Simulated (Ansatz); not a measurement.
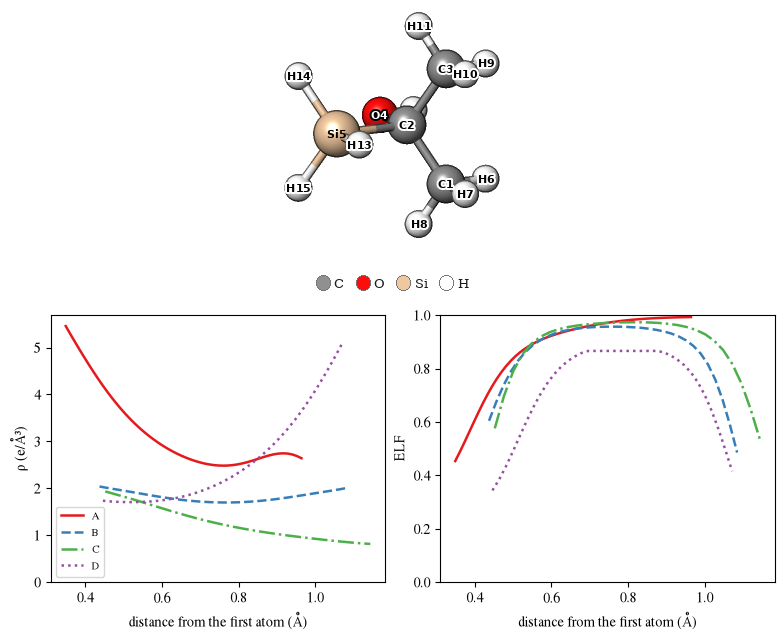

Figure 1: C3H10OSi. Total electron density and ELF along straight lines between neighbouring atoms. The curves leave out the atomic cores. The structure is drawn too.

Geometry: PBE0-D4/def2-TZVP.

Theory: Ansatz, RKS PBE0-D4/def2-TZVPP.

```xyz
15

C    -1.0308    0.4335    0.9933
C    -0.0795   -0.2761    0.0407
C     1.3334   -0.2981    0.6056
O    -0.5324   -1.6076   -0.2086
Si   -0.1061    0.5485   -1.6769
H    -1.0271   -0.0673    1.9699
H    -0.7356    1.4732    1.1569
H    -2.0531    0.4191    0.6100
H     1.3397   -0.7991    1.5820
H     1.7240    0.7121    0.7529
H     2.0122   -0.8395   -0.0565
H    -0.5415   -2.0832    0.6297
H     0.3504    1.9599   -1.5409
H     0.8108   -0.1664   -2.6019
H    -1.4862    0.5403   -2.2270
```

### Which curve belongs to which contact (C–C, C–O, C–Si and O–H)? The first atom named is at distance zero.

Curve A: O–H (0.96 Å): ρ at the midpoint is about 3.8 e/Å³; the ELF climbs to about 1 towards the hydrogen, as it does in any bond to H; an ordinary covalent bond to hydrogen. Curve B: C–C (1.52 Å): ρ at the midpoint is about 1.7 e/Å³; the ELF peaks at about 0.95 between the atoms, as expected for a covalent bond. Curve C: C–Si (1.91 Å): the density is about 0.97 e/Å³ at the midpoint; the ELF peaks at about 1 between the atoms (localised, covalent bonding). Curve D: C–O (1.43 Å): the density is about 2 e/Å³ at the midpoint, with its minimum of 1.7 e/Å³ about 0.5 Å from C; the ELF peaks at about 0.85 between the atoms, as expected for a polar covalent bond.
